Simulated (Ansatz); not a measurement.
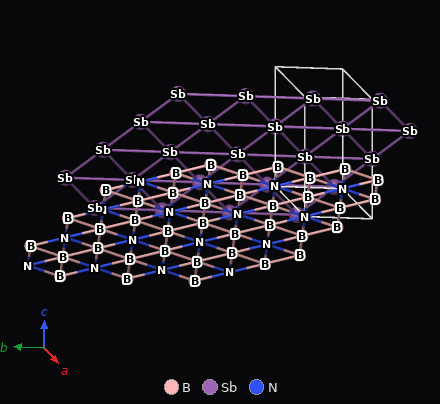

The compound is B₂SbN (space group P6/mmm, No. 191), taken as the geometry relaxed with DFT PBE+D3(BJ), scalar-relativistic, plane waves, PAW in Ansatz 0.2.0; the starting structure was generated, so it need not be a known form of this composition.

Bonds are taken as B–B below 2.1 Å, B–N below 2.1 Å and Sb–Sb below 3.6 Å. Atoms with one bond or none are removed and atoms with two bonds are replaced by edges, until no such atom is left.

Question: What kind of net remains, and which atoms are its nodes?

Answer: A uninodal 6-connected, two-periodic (layers) net: B, Sb and N are 6-connected nodes.

Question: Does the net have a name?

Answer: It is the hxl net, known from the triangular lattice.

Question: How do the layers lie?

Answer: The layers lie parallel to (001).

Question: Give the point symbol of each node (shortest cycle at each angle).

Answer: B, Sb and N: 3^6.4^6.5^3.

The simplified net, drawn on the atoms' positions. Nodes are coloured by element. One layer is drawn. Short stubs are edges that leave the cut-out.

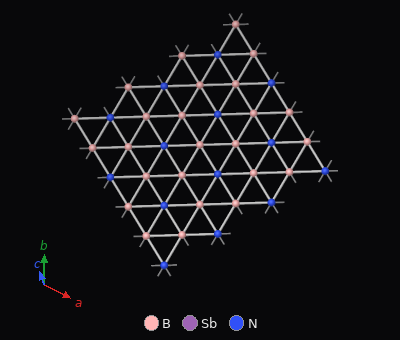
